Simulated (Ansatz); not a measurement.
**Converging the plane-wave cutoff: HgTe (Cm, 4 atoms in the cell)**

```yaml
crystal:
  lattice:
    - [2.98354, -3.45653, 0.00000]
    - [2.98354, 3.45653, 0.00000]
    - [0.00000, 0.00000, 5.78077]
  atoms:
    - { symbol: Hg, position: [0.34305, 0.65695, 0.75865] }
    - { symbol: Hg, position: [0.65695, 0.34305, 0.25000] }
    - { symbol: Te, position: [0.78481, 0.21519, 0.75000] }
    - { symbol: Te, position: [0.21519, 0.78481, 0.25000] }
```

Method of the run: PBEsol, default PAW files made with PBE (plane waves; Ansatz, a first-principles code).

Base settings: basis.ecutwfc = 420 eV; kpoints.mp_grid.grid = 4 4 3; hamiltonian.xc = pbesol; hamiltonian.pseudopotentials = {kind: paw} (the program's default PAW files); scf.occupations.method = gaussian; scf.occupations.width = 0.1 eV.

The second cell is the first with its lattice scaled by 0.98.

The mesh stays at the base's, so the ladder's end is converged at best in this setting alone.

The first pressure column holds Ansatz's estimate of the finite-basis (Pulay) stress, which hides part of the cutoff error; the other is without it.

Only quantities that move along the ladder and can be compared are tabulated.

The count of work is k-points × plane waves × bands × iterations; it is no time. 

The starting cell comes from a database of computed structures (which also holds hypothetical and non-ambient phases and stackings), without a prior relaxation at this level. Its lattice was rescaled by up to half a per cent. One atom was moved a little off its site on purpose. The run gives no clean gap (levels at the Fermi energy touch, overlap or are partly filled at this smearing), which alone does not show that the compound is a metal. Without a gap this mesh is coarse (it stands for a supercell whose shortest vector is 17 Å).

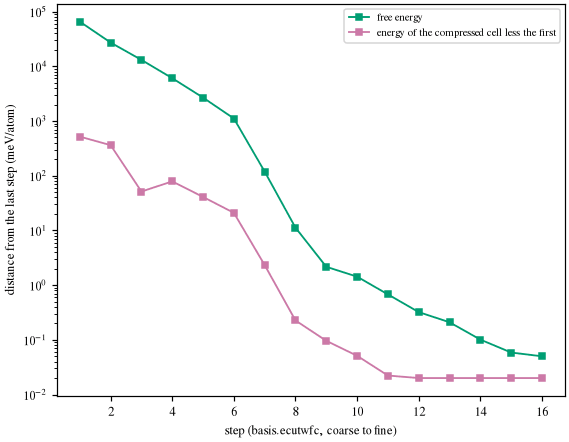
*Distance from the last step along the ladder; very small values are drawn at a floor.*

```tsv
basis.ecutwfc	free energy less the last step's (meV/atom)	energy of the compressed cell less the first (meV/atom)	pressure (GPa)	pressure without the Pulay estimate (GPa)	largest difference of a force vector from the last step's (eV/Å)	count of work / last
145 eV	65590.54	-534.27	-2.10	-1168.85	0.807	0.070
170 eV	27193.76	346.64	-7.01	-600.94	0.269	0.078
190 eV	13109.10	35.86	-3.87	-338.07	0.206	0.094
210 eV	6070.62	63.34	-0.66	-182.47	0.240	0.11
230 eV	2679.00	25.41	-1.09	-94.66	0.121	0.13
250 eV	1111.87	5.44	-2.05	-47.22	0.070	0.14
295 eV	118.87	-13.20	-2.73	-9.57	0.008	0.16
335 eV	11.22	-15.29	-2.72	-3.54	0.001	0.19
380 eV	2.16	-15.42	-2.72	-2.75	0.001	0.23
420 eV	1.43	-15.47	-2.73	-2.76	0.000	0.27
460 eV	0.68	-15.50	-2.73	-2.75	0.000	0.31
505 eV	0.32	-15.51	-2.73	-2.74	0.000	0.36
565 eV	0.21	-15.51	-2.73	-2.73	0.000	0.42
630 eV	0.10	-15.52	-2.73	-2.73	0.000	0.49
735 eV	0.06	-15.52	-2.73	-2.73	0.000	0.62
840 eV	0.03	-15.52	-2.73	-2.73	0.000	0.77
1010 eV	0.00	-15.52	-2.73	-2.73	0.000	1.0
```

Coarsest basis.ecutwfc that holds the free energy within 0.5 meV/atom of the last step, with all finer ones: 505 eV, at 0.36 of the last step's count of work; the step before is off by 0.68 meV/atom.

Coarsest basis.ecutwfc that holds the pressure within 1 GPa of the last step, with all finer ones: 250 eV, at 0.14 of the last step's count of work; the step before is off by 1.6 GPa.

Coarsest basis.ecutwfc that holds the forces within 0.02 eV/Å of the last step, with all finer ones: 295 eV, at 0.16 of the last step's count of work; the step before is off by 0.070 eV/Å.

The energy difference between the two cells stays within 1 meV/atom of the last step's from 335 eV on, the total only from 460 eV on: much of the error is common to both cells and cancels.

At the lowest cutoff the pressure without the Pulay estimate lies 1170 GPa under the last step's, the usual sign of Pulay stress in an incomplete plane-wave basis.

Keys are those of Ansatz 0.2.
